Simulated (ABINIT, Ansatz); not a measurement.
# Lattice dynamics of TbAl (Pm-3m) in two programs

Aim: the phonon dispersion of TbAl (Pm-3m), checked by a second program.

Calculated with ABINIT 10.8.3; DFT PBEsol, scalar-relativistic, plane waves, PseudoDojo norm-conserving, 4f in core pseudopotentials (the lanthanide files made for PBE).

### Step 1. The starting structure

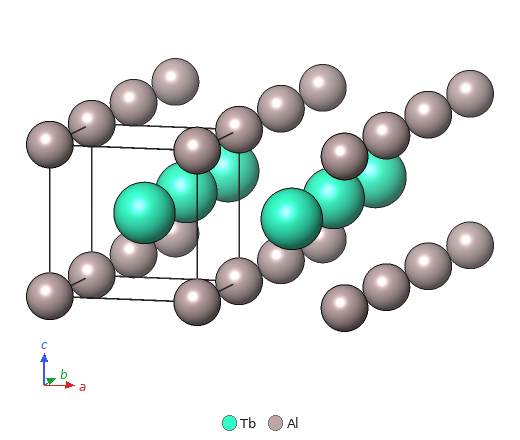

The cell as given, slightly off an axis (terbium teal, aluminium light grey). 2×3×1 cells are drawn. Some periodic images of atoms are drawn too.

### Step 2. Relaxing the cell and atoms

The harmonic expansion needs vanishing forces, and a free crystal bears no stress, so cell and atoms are brought to rest. Stress is more sensitive to the basis than forces are: the last 3 Ha under the cutoff are smoothed with ecutsm, and the cutoff is raised above that of the later runs.

The starting cell comes from a relaxation made beforehand in Ansatz (PBEsol, NC, 4f in core).

relax.abi reads:

```
# relaxation
ionmov 2
optcell 2
dilatmx 1.08
ntime 40
tolmxf 1.0d-05
tolvrs 1.0d-14
prtwf 0
prtden 0
chksymtnons 0

# basis, mesh and filling
ecut 27.0
ecutsm 3.0
ixc -116133
ngkpt 10 10 10
nshiftk 1
shiftk 0.0 0.0 0.0
istwfk *1
occopt 6
tsmear 0.01
nband 13
nstep 100
diemac 1000000.0
prtebands 0
prtgsr 0
useylm 1

# cell and atoms
acell 3*1.0 Angstrom
rprim 
    3.567535245 0.0 0.0
    0.0 3.567535245 0.0
    0.0 0.0 3.567535245
ntypat 2
znucl 65 13
natom 2
typat 1 2
xred 
    0.5 0.5 0.5
    0.0 0.0 0.0
pp_dirpath "./pseudo"
pseudos "Tb.upf, Al.upf"
```

Started as:

```
OMP_NUM_THREADS=1 mpirun -n 4 abinit relax.abi > relax.log
```

Numbers of over 12 decimals in the logs are rounded to 6 here.

relax.abo, the main output file:

```text
[banners, grids, parts of the stress and lines that vanish by symmetry left out]
- input  file    -> relax.abi
- output file    -> relax.abo
- root for input  files -> relaxi
[...]
Symmetries : space group Pm -3 m (#221); Bravais cP (primitive cubic)
[...]
mpw =        2624          nfft =       46656          nkpt =          56
[...]
== DATASET  1 ==================================================================
[...]
cutoff_energies: {ecut:  27.0, pawecutdg:  -1.0, }
[...]
ETOT  1  -44.875226811048    -4.488E+01 4.340E-02 6.951E+00
 ETOT  2  -44.898952964783    -2.373E-02 1.153E-01 2.331E-01
 ETOT  3  -44.898986600696    -3.364E-05 2.569E-03 6.493E-03
 ETOT  4  -44.898987486296    -8.856E-07 2.833E-03 2.867E-05
 ETOT  5  -44.898987490345    -4.049E-09 6.921E-04 1.096E-07
[...]
At SCF step    9       vres2   =  2.94E-16 < tolvrs=  1.00E-14 =>converged.
[...]
sigma(1 1)=  1.07907860E-06  sigma(3 2)=  0.00000000E+00
  sigma(2 2)=  1.07907860E-06  sigma(3 1)=  0.00000000E+00
  sigma(3 3)=  1.07907860E-06  sigma(2 1)=  0.00000000E+00
[...]
convergence: {deltae:  8.313E-13, res2:  2.939E-16, residm:  1.549E-03, diffor: null, }
etotal    :  -4.48989875E+01
[...]
ETOT  1  -44.898987460037    -4.490E+01 8.391E-04 3.977E-04
[...]
At SCF step    7       vres2   =  5.97E-17 < tolvrs=  1.00E-14 =>converged.
[...]
sigma(1 1)=  8.55961239E-07  sigma(3 2)=  0.00000000E+00
  sigma(2 2)=  8.55961239E-07  sigma(3 1)=  0.00000000E+00
  sigma(3 3)=  8.55961239E-07  sigma(2 1)=  0.00000000E+00
[...]
convergence: {deltae:  5.969E-13, res2:  5.969E-17, residm:  1.040E-05, diffor: null, }
etotal    :  -4.48989875E+01
[...]
ETOT  1  -44.898986698035    -4.490E+01 4.493E-05 5.848E-03
[...]
ETOT  6  -44.898987568177    -6.395E-14 5.291E-05 2.905E-13
 ETOT  7  -44.898987568177    -8.527E-14 1.224E-05 9.594E-16
 At SCF step    7       vres2   =  9.59E-16 < tolvrs=  1.00E-14 =>converged.
[...]
sigma(1 1)= -4.39479056E-10  sigma(3 2)=  0.00000000E+00
  sigma(2 2)= -4.39479063E-10  sigma(3 1)=  0.00000000E+00
  sigma(3 3)= -4.39479063E-10  sigma(2 1)=  0.00000000E+00
[...]
convergence: {deltae: -8.527E-14, res2:  9.594E-16, residm:  1.224E-05, diffor: null, }
etotal    :  -4.48989876E+01
[...]
At Broyd/MD step   3, gradients are converged :
[...]
sigma(1 1)= -4.39479056E-10  sigma(3 2)=  0.00000000E+00
  sigma(2 2)= -4.39479063E-10  sigma(3 1)=  0.00000000E+00
  sigma(3 3)= -4.39479063E-10  sigma(2 1)=  0.00000000E+00
[...]
- sigma(1 1)= -1.29299202E-05  sigma(3 2)=  0.00000000E+00
- sigma(2 2)= -1.29299204E-05  sigma(3 1)=  0.00000000E+00
- sigma(3 3)= -1.29299204E-05  sigma(2 1)=  0.00000000E+00
[...]
fcart     -0.0000000000E+00 -0.0000000000E+00 -0.0000000000E+00
           strten     -4.3947905645E-10 -4.3947906252E-10 -4.3947906252E-10
================================================================================

[key lines of the parts left out:]
pressure_GPa:   1.2930E-05
Total energy (etotal) [Ha]= -4.48989875681773E+01
```

It took 27 s on 4 MPI ranks of Arm Neoverse V2, shared host; 1.8 min of CPU time.

Little changed from the start: no atom moved by 0.005 Å and no cell edge by 0.1 %.

This step gave:

- volume per atom: 22.69 Å³
- pressure: 1.29e-5 GPa
- gap on the k-mesh: 0 eV

### Step 3. Ground state

The response is built on these wavefunctions, so the potential is converged far more tightly than an energy would need. Occupations are smeared.

gs.abi reads:

```
# ground state
tolvrs 1.0d-16
prtden 1
prtwf 1

# basis, mesh and filling
ecut 21.0
ixc -116133
ngkpt 10 10 10
nshiftk 1
shiftk 0.0 0.0 0.0
istwfk *1
occopt 6
tsmear 0.01
nband 13
nstep 100
diemac 1000000.0
prtebands 0
prtgsr 0
useylm 1

# cell and atoms
acell 3*1.0 Angstrom
rprim 
    3.566976905 0.0 0.0
    0.0 3.566976905 0.0
    0.0 0.0 3.566976905
ntypat 2
znucl 65 13
natom 2
typat 1 2
xred 
    0.5 0.5 0.5
    0.0 0.0 0.0
pp_dirpath "./pseudo"
pseudos "Tb.upf, Al.upf"
```

Started as:

```
OMP_NUM_THREADS=1 mpirun -n 4 abinit gs.abi > gs.log
```

gs.abo, the main output file:

```text
[banners, grids, parts of the stress and lines that vanish by symmetry left out]
- input  file    -> gs.abi
- output file    -> gs.abo
- root for input  files -> gsi
[...]
Symmetries : space group Pm -3 m (#221); Bravais cP (primitive cubic)
[...]
mpw =        1427          nfft =       27000          nkpt =          56
[...]
== DATASET  1 ==================================================================
[...]
cutoff_energies: {ecut:  21.0, pawecutdg:  -1.0, }
[...]
ETOT  1  -44.877199280564    -4.488E+01 4.788E-02 4.524E+00
 ETOT  2  -44.898503946047    -2.130E-02 2.561E-02 2.231E-01
 ETOT  3  -44.898564489697    -6.054E-05 7.979E-03 3.095E-03
 ETOT  4  -44.898565195047    -7.053E-07 1.854E-03 5.583E-05
 ETOT  5  -44.898565209520    -1.447E-08 1.454E-03 2.077E-07
[...]
ETOT  9  -44.898565209590     1.236E-12 6.945E-04 3.406E-16
 ETOT 10  -44.898565209591    -7.532E-13 2.778E-04 1.399E-18
 At SCF step   10       vres2   =  1.40E-18 < tolvrs=  1.00E-16 =>converged.
[...]
sigma(1 1)=  1.52065729E-05  sigma(3 2)=  0.00000000E+00
  sigma(2 2)=  1.52065729E-05  sigma(3 1)=  0.00000000E+00
  sigma(3 3)=  1.52065729E-05  sigma(2 1)=  0.00000000E+00
[...]
convergence: {deltae: -7.532E-13, res2:  1.399E-18, residm:  2.778E-04, diffor: null, }
etotal    :  -4.48985652E+01
[...]
sigma(1 1)=  1.52065729E-05  sigma(3 2)=  0.00000000E+00
  sigma(2 2)=  1.52065729E-05  sigma(3 1)=  0.00000000E+00
  sigma(3 3)=  1.52065729E-05  sigma(2 1)=  0.00000000E+00
[...]
- sigma(1 1)=  4.47392820E-01  sigma(3 2)=  0.00000000E+00
- sigma(2 2)=  4.47392820E-01  sigma(3 1)=  0.00000000E+00
- sigma(3 3)=  4.47392820E-01  sigma(2 1)=  0.00000000E+00
[...]
fcart     -0.0000000000E+00 -0.0000000000E+00 -0.0000000000E+00
           strten      1.5206572866E-05  1.5206572866E-05  1.5206572866E-05
================================================================================

[key lines of the parts left out:]
pressure_GPa:  -4.4739E-01
```

Wall time 8.7 s (4 MPI ranks).

Numbers from this step:

* pressure: -0.4474 GPa

The cell stands at -0.45 GPa: the relaxation ran with a smoothed and higher cutoff, and the difference is a stress of the finite basis.

### Step 4. Zone-centre response

At q = 0 one unit cell holds all displacements. The response is solved for single atoms along the cell's directions, and symmetry skips those that follow from others. The crystal is treated as a metal, which screens a static field, so no field response is asked.

dfpt_gamma.abi reads:

```

# common to the responses
getwfk_filepath "gso_WFK"
kptopt 2
nqpt 1
qpt 0.0 0.0 0.0
asr 0
chneut 0

# displacements
rfphon 1
rfatpol 1 2
rfdir 1 1 1
tolvrs 1.0d-10
prtwf 0

# basis, mesh and filling
ecut 21.0
ixc -116133
ngkpt 10 10 10
nshiftk 1
shiftk 0.0 0.0 0.0
istwfk *1
occopt 6
tsmear 0.01
nband 13
nstep 100
diemac 1000000.0
prtebands 0
prtgsr 0
useylm 1

# cell and atoms
acell 3*1.0 Angstrom
rprim 
    3.566976905 0.0 0.0
    0.0 3.566976905 0.0
    0.0 0.0 3.566976905
ntypat 2
znucl 65 13
natom 2
typat 1 2
xred 
    0.5 0.5 0.5
    0.0 0.0 0.0
pp_dirpath "./pseudo"
pseudos "Tb.upf, Al.upf"
```

Started as:

```
OMP_NUM_THREADS=1 mpirun -n 4 abinit dfpt_gamma.abi > dfpt_gamma.log
```

dfpt_gamma.abo, the main output file:

```text
[banners, grids, parts of the stress and lines that vanish by symmetry left out]
- input  file    -> dfpt_gamma.abi
- output file    -> dfpt_gamma.abo
- root for input  files -> dfpt_gammai
- root for output files -> dfpt_gammao

 Symmetries : space group Pm -3 m (#221); Bravais cP (primitive cubic)
================================================================================
 Values of the parameters that define the memory need of the present run (RF).
     intxc =       0      iscf =       7    lmnmax =      25     lnmax =       7
     mgfft =      30  mpssoang =       4    mqgrid =    3001     natom =       2
  nloc_mem =       1    nspden =       1   nspinor =       1    nsppol =       1
      nsym =      48    n1xccc =    2501    ntypat =       2    occopt =       6
   xclevel =       2
-    mband =          13        mffmem =           1         mkmem =         126
-   mkqmem =         126        mk1mem =         126           mpw =        1427
      nfft =       27000          nkpt =         504
- my_mband =          13
================================================================================
================================================================================

--------------------------------------------------------------------------------
------------- Echo of variables that govern the present computation ------------
--------------------------------------------------------------------------------
-
- outvars: echo of selected default values
-   iomode0 =  0 , fftalg0 =312 , wfoptalg0 =  0
-
- outvars: echo of global parameters not present in the input file
-  max_nthreads =    1
-
 -outvars: echo values of preprocessed input variables
 [... echo left out ...]
================================================================================

 chkinp: Checking input parameters for consistency.

[...]
== DATASET  1 ==================================================================
-   mpi_nproc: 4, omp_nthreads: 1 (-1 if OMP is not activated)

--- !DatasetInfo
iteration_state: {dtset: 1, }
dimensions: {natom: 2, nkpt: 504, mband: 13, nsppol: 1, nspinor: 1, nspden: 1, mpw: 1427, }
cutoff_energies: {ecut:  21.0, pawecutdg:  -1.0, }
electrons: {nelect:   1.40000000E+01, charge:   0.00000000E+00, occopt:   6.00000000E+00, tsmear:   1.00000000E-02, }
meta: {optdriver: 1, rfphon: 1, }
...

 mkfilename: getwfk from: gso_WFK

 Real(R)+Recip(G) space primitive vectors, cartesian coordinates (Bohr,Bohr^-1):
 R(1)=  6.7406094  0.0000000  0.0000000  G(1)=  0.1483545  0.0000000  0.0000000
 R(2)=  0.0000000  6.7406094  0.0000000  G(2)=  0.0000000  0.1483545  0.0000000
 R(3)=  0.0000000  0.0000000  6.7406094  G(3)=  0.0000000  0.0000000  0.1483545
 Unit cell volume ucvol=  3.0626509E+02 bohr^3
 Angles (23,13,12)=  9.00000000E+01  9.00000000E+01  9.00000000E+01 degrees
 setup1 : take into account q-point for computing boxcut.

 getcut: wavevector=  0.0000  0.0000  0.0000  ngfft=  30  30  30
         ecut(hartree)=     21.000   => boxcut(ratio)=   2.15748

--- Pseudopotential description ------------------------------------------------
- pspini: atom type   1  psp file is ./pseudo/Tb.upf

- pspini: atom type   2  psp file is ./pseudo/Al.upf

   4.13102970E+02                                ecore*ucvol(ha*bohr**3)
--------------------------------------------------------------------------------

 ==>  initialize data related to q vector <==

 The list of irreducible perturbations for this q vector is:
    1)    idir= 1    ipert=   1
    2)    idir= 1    ipert=   2

[...]
The perturbation idir=   2  ipert=   1 is
 symmetric of a previously calculated perturbation.
 So, its SCF calculation is not needed.

 The perturbation idir=   3  ipert=   1 is
 symmetric of a previously calculated perturbation.
 So, its SCF calculation is not needed.

 The perturbation idir=   2  ipert=   2 is
 symmetric of a previously calculated perturbation.
 So, its SCF calculation is not needed.

 The perturbation idir=   3  ipert=   2 is
 symmetric of a previously calculated perturbation.
 So, its SCF calculation is not needed.

--------------------------------------------------------------------------------
 Perturbation wavevector (in red.coord.)   0.000000  0.000000  0.000000
 Perturbation : displacement of atom   1   along direction   1
 Found     8 symmetries that leave the perturbation invariant.

[...]
dfpt_looppert : total number of electrons, from k and k+q
  fully or partially occupied states are    1.400000E+01 and    1.400000E+01.
 Initialisation of the first-order wave-functions :
  ireadwf=   0

--- !BeginCycle
iteration_state: {dtset: 1, }
solver: {iscf: 7, nstep: 100, nline: 4, wfoptalg: 0, }
tolerances: {tolvrs: 1.00E-10, }
...

     iter   2DEtotal(Ha)        deltaE(Ha) residm    vres2
-ETOT  1   2.583305     -9.720E+02 3.779E+00 5.475E+02
 ETOT  2   2.003617     -5.797E-01 2.444E-02 1.002E+00
 ETOT  3   2.003205     -4.128E-04 3.412E-03 1.823E-02
 ETOT  4   2.003193     -1.209E-05 1.052E-03 1.689E-03
 ETOT  5   2.003191     -1.242E-06 2.916E-04 1.704E-05
[...]
At SCF step    8       vres2   =  2.09E-12 < tolvrs=  1.00E-10 =>converged.
[...]
Mean square residual over all n,k,spin=   56.647E-10; max=  63.048E-07

 Thirteen components of 2nd-order total energy (hartree) are
 1,2,3: 0th-order hamiltonian combined with 1st-order wavefunctions
     kin0=   5.89283057E+02 eigvalue=   9.60948403E+01  local=  -3.23635762E+02
 4,5,6: 1st-order hamiltonian combined with 1st and 0th-order wfs
 loc psp =  -1.33356676E+03  Hartree=   3.30447081E+02     xc=  -7.86066670E+01
 note that "loc psp" includes a xc core correction that could be resolved
 7,8,9: eventually, occupation + non-local contributions
    edocc=   1.68191746E+02     enl0=   1.90795151E+02   enl1=  -6.11572133E+02
 1-9 gives the relaxation energy (to be shifted if some occ is /=2.0)
   erelax=  -9.72569446E+02
 10,11,12 Non-relaxation  contributions : frozen-wavefunctions and Ewald
 fr.local=   6.33168801E+02 fr.nonlo=   3.06474414E+02  Ewald=   2.05070592E+01
 13,14 Frozen wf xc core corrections (1) and (2)
 frxc 1  =  -1.36485069E+02  frxc 2 =   1.50907432E+02
 Resulting in :
 2DEtotal=    0.2003191304E+01 Ha. Also 2DEtotal=    0.545096122890E+02 eV
    (2DErelax=   -9.7256944593E+02 Ha. 2DEnonrelax=    9.7457263724E+02 Ha)
    (  non-var. 2DEtotal :    2.0031917620E+00 Ha)

[...]
Perturbation wavevector (in red.coord.)   0.000000  0.000000  0.000000
 Perturbation : displacement of atom   2   along direction   1
 Found     8 symmetries that leave the perturbation invariant.

--------------------------------------------------------------------------------

--------------------------------------------------------------------------------

 dfpt_looppert : total number of electrons, from k and k+q
  fully or partially occupied states are    1.400000E+01 and    1.400000E+01.
 Initialisation of the first-order wave-functions :
  ireadwf=   0

--- !BeginCycle
iteration_state: {dtset: 1, }
solver: {iscf: 7, nstep: 100, nline: 4, wfoptalg: 0, }
tolerances: {tolvrs: 1.00E-10, }
...

     iter   2DEtotal(Ha)        deltaE(Ha) residm    vres2
-ETOT  1   2.313930     -2.554E+01 5.406E-01 5.657E+02
[...]
ETOT  7   2.004863     -1.416E-11 8.266E-07 1.677E-10
 ETOT  8   2.004863     -1.528E-13 7.563E-08 8.635E-13

 At SCF step    8       vres2   =  8.64E-13 < tolvrs=  1.00E-10 =>converged.
[...]
Mean square residual over all n,k,spin=   15.965E-11; max=  75.632E-09

 Thirteen components of 2nd-order total energy (hartree) are
 1,2,3: 0th-order hamiltonian combined with 1st-order wavefunctions
     kin0=   2.08301353E+01 eigvalue=  -1.67260430E+00  local=  -1.40318947E+01
 4,5,6: 1st-order hamiltonian combined with 1st and 0th-order wfs
 loc psp =  -1.84965209E+00  Hartree=   5.04343058E+00     xc=  -2.13883333E+00
 note that "loc psp" includes a xc core correction that could be resolved
 7,8,9: eventually, occupation + non-local contributions
    edocc=   2.24311967E+00     enl0=   1.55768150E+01   enl1=  -4.98506844E+01
 1-9 gives the relaxation energy (to be shifted if some occ is /=2.0)
   erelax=  -2.58501682E+01
 10,11,12 Non-relaxation  contributions : frozen-wavefunctions and Ewald
 fr.local=  -2.24242007E+01 fr.nonlo=   3.05909662E+01  Ewald=   2.05070592E+01
 13,14 Frozen wf xc core corrections (1) and (2)
 frxc 1  =  -3.74317621E+00  frxc 2 =   2.92438269E+00
 Resulting in :
 2DEtotal=    0.2004862946E+01 Ha. Also 2DEtotal=    0.545550999998E+02 eV
    (2DErelax=   -2.5850168239E+01 Ha. 2DEnonrelax=    2.7855031185E+01 Ha)
    (  non-var. 2DEtotal :    2.0048629621E+00 Ha)

[...]
---- first-order wavefunction calculations are completed ----

 ==> Compute Derivative Database <==

 [... matrices left out ...]
  Phonon wavevector (reduced coordinates) :  0.00000  0.00000  0.00000
 Phonon energies in Hartree :
  -9.905820E-06 -9.905820E-06 -9.905819E-06  1.024413E-03  1.024413E-03
   1.024413E-03
 Phonon frequencies in cm-1    :
- -2.174076E+00 -2.174076E+00 -2.174076E+00  2.248326E+02  2.248326E+02
-  2.248326E+02

== END DATASET(S) ==============================================================
================================================================================

 -outvars: echo values of variables after computation
            acell      1.8897261259E+00  1.8897261259E+00  1.8897261259E+00 Bohr
           etotal      2.0048629462E+00
            fcart      0.0000000000E+00  0.0000000000E+00  0.0000000000E+00
           strten      0.0000000000E+00  0.0000000000E+00  0.0000000000E+00
================================================================================
```

Wall time 27 s (4 MPI ranks).

This step gave:

```yaml
largest_acoustic_frequency_at_the_zone_centre_before_the_sum_rule: -2.17 cm⁻¹
highest_optical_zone_centre_mode_no_lo_to_term: 224.8 cm⁻¹
lowest_optical_zone_centre_mode: 224.8 cm⁻¹
```

The acoustic modes at Γ come out as far as 2.2 cm⁻¹ from zero, where they should vanish, a small numerical error.

(Continued in part 2 of 3.)

[Host names and launcher messages were left out of these logs when they were recorded.]

[Logs are printed without paths, hosts, clocks, repeated set-up lines and the standing remarks that a program may print on its own settings, such as how far it seeks lower states.]

[Hosts, paths, dates, database ids (printed as entryN), source tags and the programs' standing remarks are cut or masked in the printed files.]
